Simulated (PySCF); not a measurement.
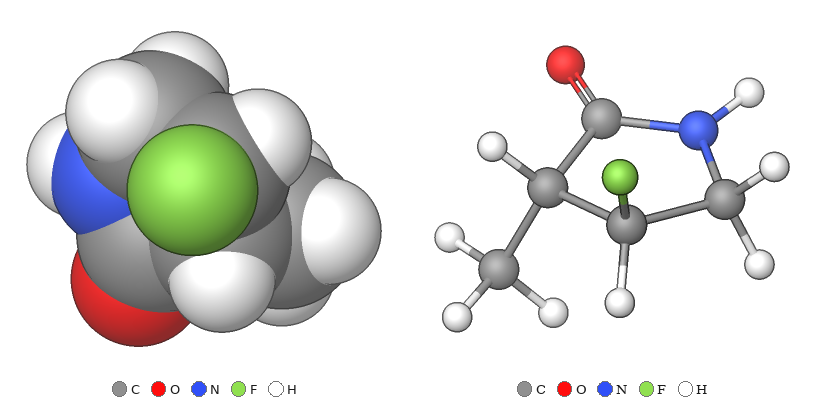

Both panels show the same species.

Computed geometry: GFN2-xTB optimisation. No frequency run is at hand to confirm it as a minimum.

What does the picture show?

Formula C₅H₈FNO. Its SMILES string is `C[C@@H]1C(=O)NC[C@H]1F`. Independent rings (smallest set): 1 of 5 members. Among its groups: amide, C–F bond. This geometry has C1 symmetry. Coordination: 4 C tetrahedral; 1 C trigonal planar; 1 N trigonal planar.

More results for the same structure follow; atom numbers are the same in all pictures, views and colours differ.

**NMR shielding**

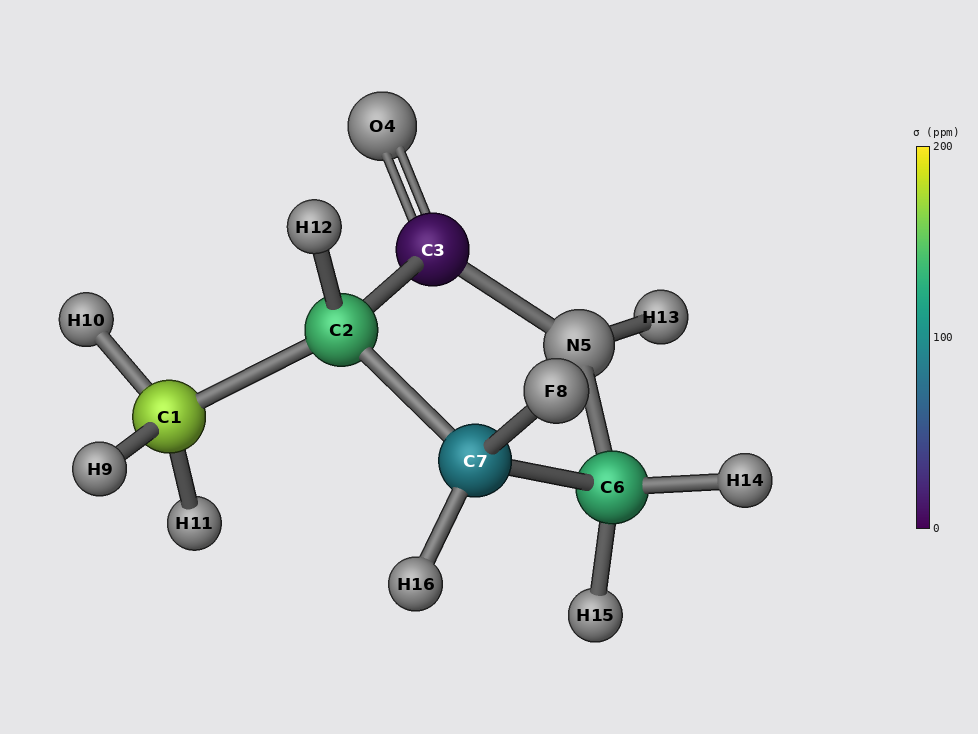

Atoms are coloured by their isotropic NMR shieldings (C only, the others grey). No frequency run is at hand to confirm it as a minimum. Method: GIAO PBE0/pcSseg-1 NMR shielding, non-relativistic, gas phase (PySCF 2.14.0).

Give the isotropic NMR shieldings of the C atoms atom by atom.

```
atom  σ (ppm)
  C1    170.0
  C2    140.5
  C3      9.6
  C6    135.8
  C7     88.1
```

**Electronic properties**

No frequency run is at hand to confirm it as a minimum. Properties computed with PBE0/pcSseg-1, gas phase (PySCF 2.14.0).

Predict the main results.

- dipole moment: 3.79 D
- HOMO energy (Kohn–Sham orbital): −7.28 eV
- LUMO energy (Kohn–Sham orbital): 0.71 eV
- HOMO–LUMO gap: 7.99 eV

**Quadrupole coupling**

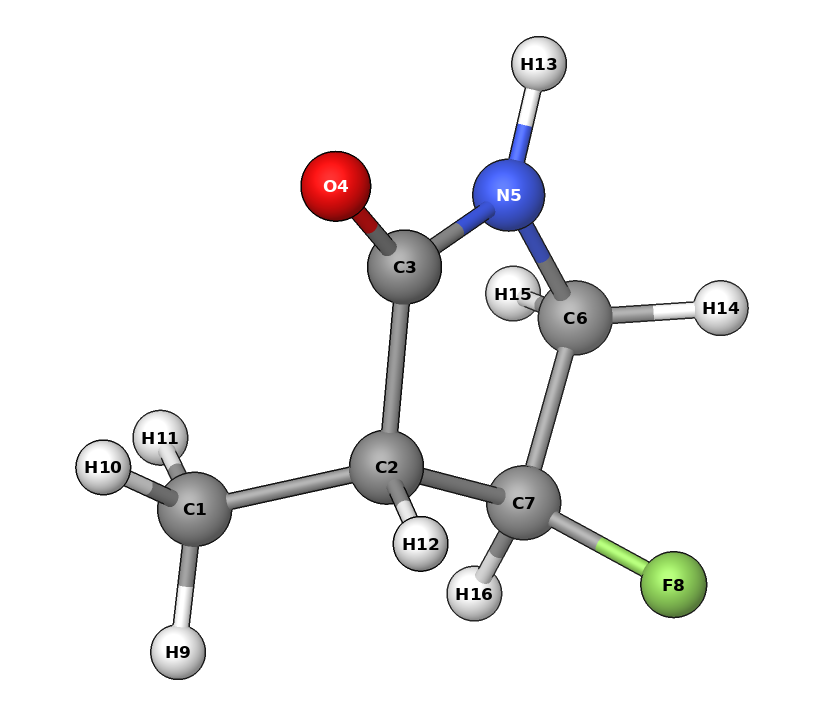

No frequency run is at hand to confirm it as a minimum. Electric field gradients from the ground-state density, PBE0/pcSseg-1 (PySCF 2.14.0), non-relativistic apart from any core potentials.

Give the largest field-gradient component, the quadrupole coupling constant and the asymmetry for 17O at O4 (Q = −25.6 mb), 14N at N5 (Q = 20.44 mb).

```csv
atom,V_zz (a.u.),e²qQ/h (MHz),η
O4,−1.543,9.28,0.04
N5,−0.979,−4.70,0.11
```
